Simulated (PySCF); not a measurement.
```xyz
18

C    -1.0811    2.7114   -0.6834
C    -1.0100    1.5087   -0.5144
C    -0.9446    0.1576   -0.3281
C    -1.9420   -0.5264    0.5439
C     0.1463   -0.6436   -0.9587
C     1.2181   -1.0911    0.0527
C     1.9376    0.0960    0.6776
H    -1.1386    3.7479   -0.8291
H    -1.4884   -0.8293    1.4920
H    -2.7777    0.1333    0.7665
H    -2.3166   -1.4312    0.0621
H    -0.2823   -1.5413   -1.4173
H     0.6284   -0.0536   -1.7412
H     1.9408   -1.7255   -0.4652
H     0.7495   -1.6915    0.8350
H     2.4358    0.6851   -0.0897
H     1.2311    0.7425    1.1935
H     2.6848   -0.2428    1.3919
```

Geometry: GFN2-xTB.

Computed with PySCF 2.14.0, density-fitted response routines, UKS B3LYP, pcH-1 on C H, non-relativistic, mean-field spin-orbit, GIAO.

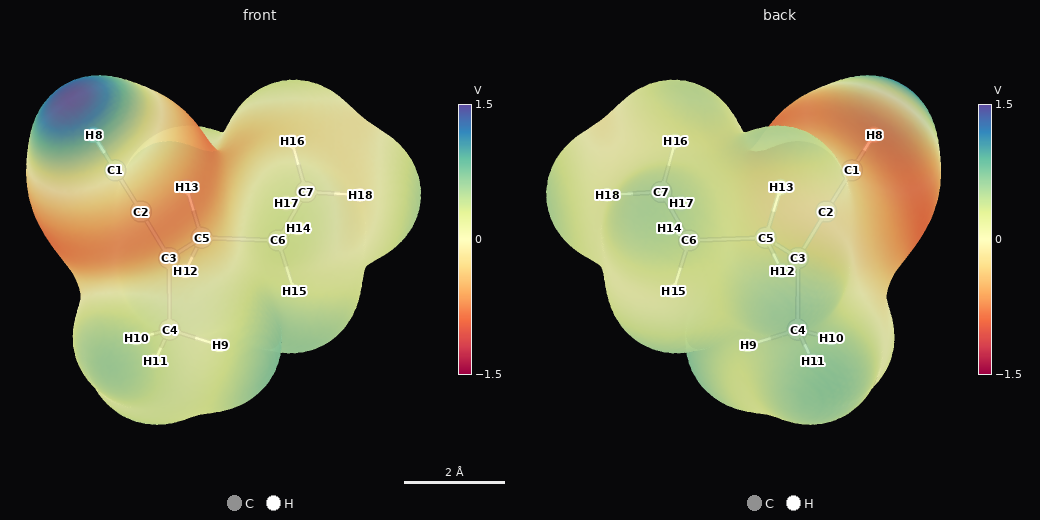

C7H11 (SMILES [CH]=C=C(C)CCC) (doublet). The molecular electrostatic potential painted on the density surface at 0.002 e/bohr³, seen from the front and from behind; the colour scale runs from red (negative) to blue (positive).

> Which sites attract a positive test charge, and which a negative one?

A positive charge is drawn to the negative regions and a negative charge to the positive ones. The most negative region (about −0.9 V, or −21 kcal/mol for a unit charge) lies over C1 and C2, the most positive (about +1.4 V, or +32 kcal/mol for a unit charge) over H8.
